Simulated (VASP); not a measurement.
Energy against volume of InSb (zinc blende). Method: PBE GGA, VASP's PBE PAW potentials (set 64) (plane waves; VASP).

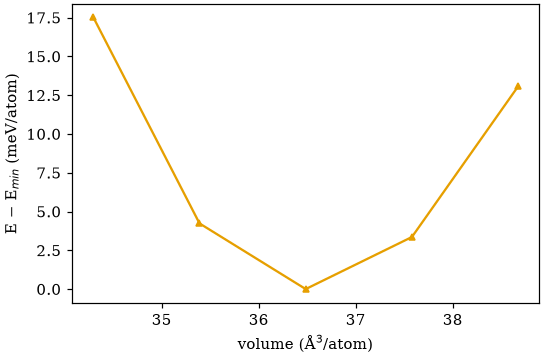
*Energy against volume*

Question: Estimate the equilibrium volume and the bulk modulus.

Answer: The minimum lies near 36.5 Å³/atom, and the curvature gives B0 of about 37 GPa.

Measured: bulk modulus 46.1 GPa at 0 K (computed value off by -20.3 %), as given by Daniel Mejia-Rodriguez et al., Physical Review B (2018), arXiv:1807.09216 [0 K value with the zero-point phonon effect removed]; a 6.468 Å at 0 K (computed value off by +2.6 %), as given by Daniel Mejia-Rodriguez et al., Physical Review B (2018), arXiv:1807.09216 [static lattice: zero-point anharmonic expansion removed].

The compound is InSb in the zinc blende structure. It was relaxed first, which changed the volume by +7 %.
